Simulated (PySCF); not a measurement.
H₈N₂Si₃ (SMILES [SiH3]N[Si]N[SiH3])

| atom | x (Å) | y (Å) | z (Å) |
| --- | --- | --- | --- |
| Si | -0.3904 | -0.1795 | -1.5414 |
| N | -0.9835 | 0.0583 | 0.0803 |
| Si | -2.6725 | 0.1814 | 0.5247 |
| N | 1.3421 | -0.2298 | -1.2772 |
| Si | 2.4062 | -0.1465 | 0.1102 |
| H | -0.3222 | 0.1579 | 0.8518 |
| H | -3.0648 | -0.8891 | 1.4932 |
| H | -3.4663 | 0.0379 | -0.7294 |
| H | -2.9784 | 1.4987 | 1.1644 |
| H | 1.8362 | -0.3761 | -2.1564 |
| H | 1.6596 | 0.4817 | 1.2426 |
| H | 3.6039 | 0.6900 | -0.2025 |
| H | 2.8813 | -1.4904 | 0.5637 |

Geometry: PBE0-D3(BJ)/def2-SVP.

These are results of PBE0/pcSseg-1, SCF density, gas phase, non-relativistic in PySCF 2.14.0, not measurements.

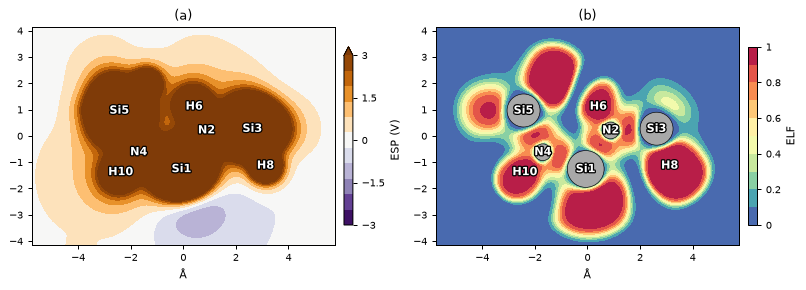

Figure 1. (a) electrostatic potential; (b) ELF on the plane of atoms Si3, N2 and H6. Grey discs cover the atomic cores in the ELF map.

What do the fields say about this system?

Answer. The section cuts through Si, N and H sites. Si–N (1.74 Å): the ELF peaks at about 0.90 between the atoms (a shared but strongly polarised pair). N–H (1.02 Å): the ELF climbs to about 1 towards the hydrogen, as it does in any bond to H: a covalent bond by its length. Si–H (1.49 Å): the ELF climbs to about 1 towards the hydrogen. The ELF also peaks beside Si1, away from the bonds: lone-pair regions. Outside the dense part of the molecule the potential is most negative (−1.2 V) near Si1.

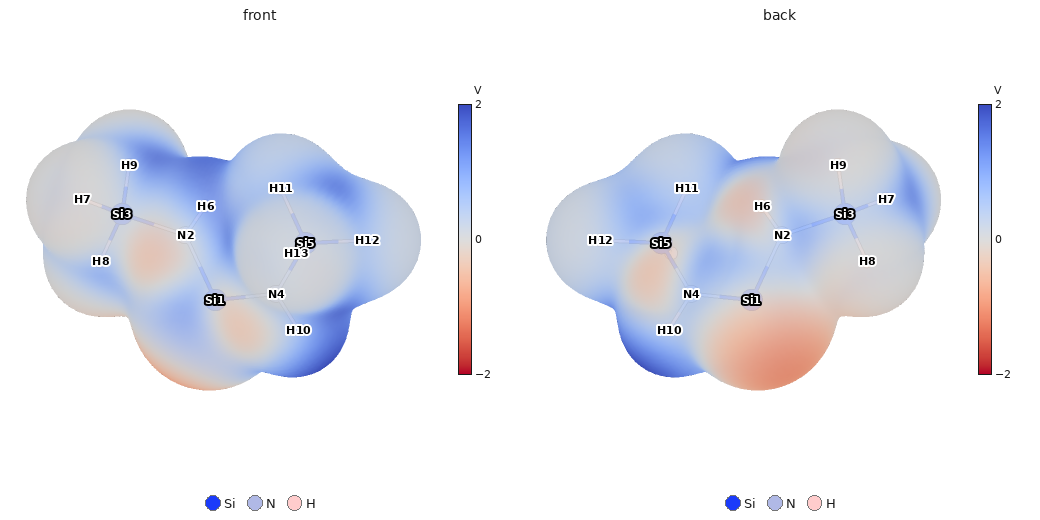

Figure 2. The electrostatic potential painted on the density surface at 0.002 e/bohr³, seen from the front and from behind; the colour scale runs from red (negative) to blue (positive).

Where is the surface potential most negative and most positive?

Answer. The most negative region (about −1.1 V) lies over Si1, the most positive (about +1.8 V) over H10.

How polar is the molecule by this calculation?

Answer. Its dipole moment is 1.54 D.
